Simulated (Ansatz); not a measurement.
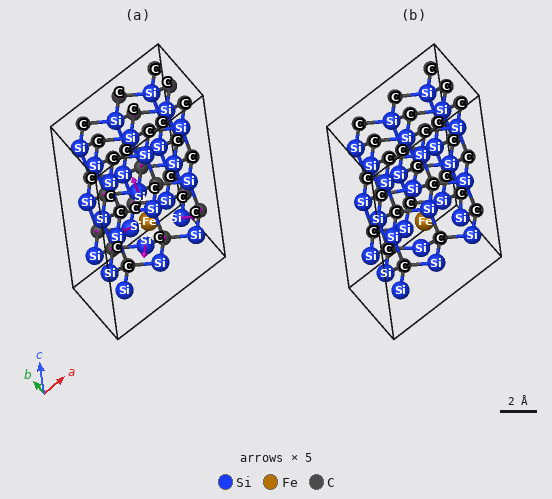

The structure of a defect cell of composition FeSi27C26 (cell charge −1) before (left) and after (right) a relaxation, at one scale. The purple arrows give the displacements, 5 times their true length.

A ball-and-stick model of the cell of the calculation (origin shifted), seen slightly off an axis.

Computed with DFT, PBE, plane-wave PAW, default files, scalar-relativistic (Ansatz). (plane-wave cutoff 420 eV; k-point mesh 3 × 3 × 3; occupations fermi dirac; smearing width 0.01 eV; collinear spin; atoms relaxed in a fixed cell; force threshold 0.03 eV/Å; at most 40 steps)

What changed between the two?

After 4 geometry steps the energy has fallen by 2.385 eV per cell of the calculation. The largest force component goes from 3.6 to 0.004 eV/Å. The largest moves, 0.20 Å, are those of Si atoms. By element the largest moves are Si 0.20 Å, C 0.04 Å. Fe stays in place. The lattice vectors keep their values. Among the contacts that change: Si–Si 3.079 → 3.399 Å, Fe–Si 1.885 → 2.081 Å, C–Si 1.885 → 1.860 Å, C–Si 1.885 → 1.881 Å. Among the angles between lasting bonds that change: Si–C–Si 109.5° → 103.1°, C–Si–C 109.5° → 114.2°, C–Si–C 109.5° → 107.3°. The program noted that the starting moments weren't kept.

Limits of the set-up: the cell is charged, on a uniform background, and energies carry no finite-size correction.
